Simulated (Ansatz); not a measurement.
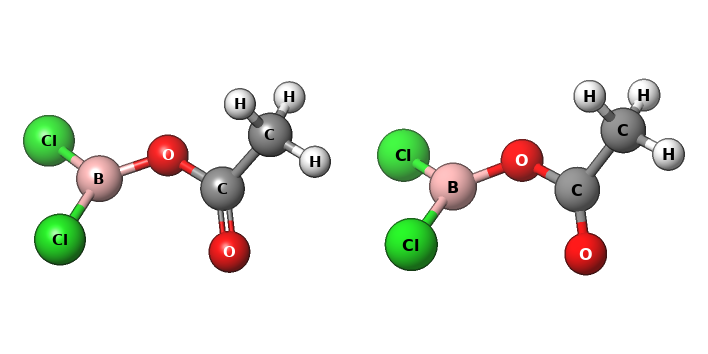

Two views of one molecule.

Computed geometry: PBE0-D4/def2-TZVP optimisation.

Give the formula.

Answer. C₂H₃BCl₂O₂, 10 atoms: 2 carbon, 3 hydrogen, 1 boron, 2 chlorine and 2 oxygen.

Describe its rings.

Answer. It has no ring.

How many sets of symmetry-equivalent atoms are there?

Answer. 10: 1 C, 1 C, 1 O, 1 O, 1 B, 1 Cl, 1 Cl, 1 H, 1 H, 1 H.

What is its SMILES?

Answer. CC(=O)OB(Cl)Cl

Give the symmetry (Schoenflies symbol).

Answer. C1.

More results for the same structure follow; atom numbers are the same in all pictures, views and colours differ.

## Shape

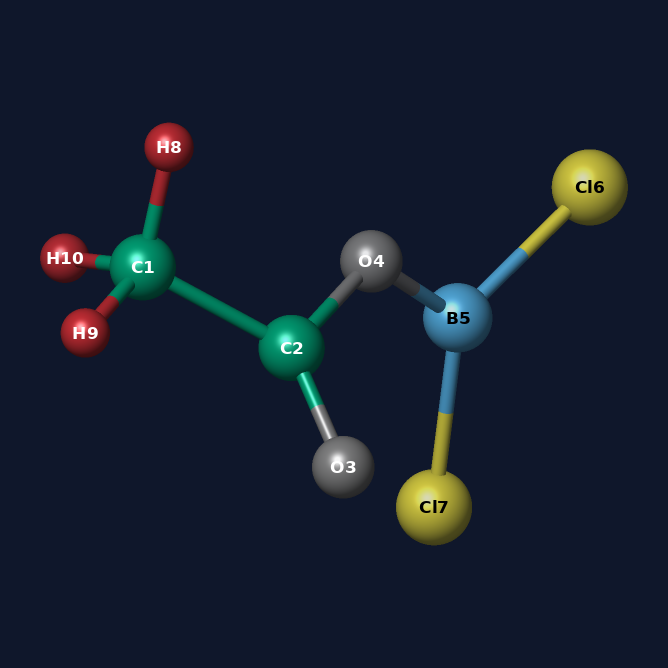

Atoms carry their numbers in the input.

Estimate the angles C2–C1–H8, C2–C1–H9, C2–C1–H10, C1–C2–O3, C1–C2–O4, O3–C2–O4, C2–O4–B5, O4–B5–Cl6, O4–B5–Cl7, Cl6–B5–Cl7.

```tsv
angle	degrees
C2–C1–H8	109.5
C2–C1–H9	109.8
C2–C1–H10	109.5
C1–C2–O3	127.2
C1–C2–O4	110.8
O3–C2–O4	122.0
C2–O4–B5	127.2
O4–B5–Cl6	117.0
O4–B5–Cl7	123.0
Cl6–B5–Cl7	119.9
```

## Electronic properties

Properties computed with RKS ωB97M-V/def2-TZVPP (Ansatz 0.2.0).

What is the dipole moment?

Answer. 2.76 D.

Give the HOMO energy (Kohn–Sham orbital) at this level.

Answer. −11.08 eV.

What is the LUMO energy (Kohn–Sham orbital)?

Answer. 1.03 eV.

## Vibrations

Harmonic vibrations computed with RKS PBE0-D4/def2-TZVP (Ansatz 0.2.0) at a stationary point of the same level.

List the wavenumbers.

Answer. 24 modes: 41, 72, 120, 132, 235, 326, 386, 507, 553, 594, 666, 872, 996, 1018, 1066, 1216, 1310, 1395, 1457, 1465, 1888, 3072, 3142, 3194 cm⁻¹.

## Charges

The questions are on Mulliken charges. Properties computed with RKS PBE-D4/def2-TZVPP (Ansatz 0.2.0).

List the Mulliken charges.

```json
{"atom": "C1", "value (e)": "−0.24"}
{"atom": "C2", "value (e)": "0.25"}
{"atom": "O3", "value (e)": "−0.20"}
{"atom": "O4", "value (e)": "−0.18"}
{"atom": "B5", "value (e)": "0.26"}
{"atom": "Cl6", "value (e)": "−0.11"}
{"atom": "Cl7", "value (e)": "−0.10"}
{"atom": "H8", "value (e)": "0.11"}
{"atom": "H9", "value (e)": "0.11"}
{"atom": "H10", "value (e)": "0.11"}
```

Mulliken values depend strongly on the basis set and can even reverse the polarity of a bond.
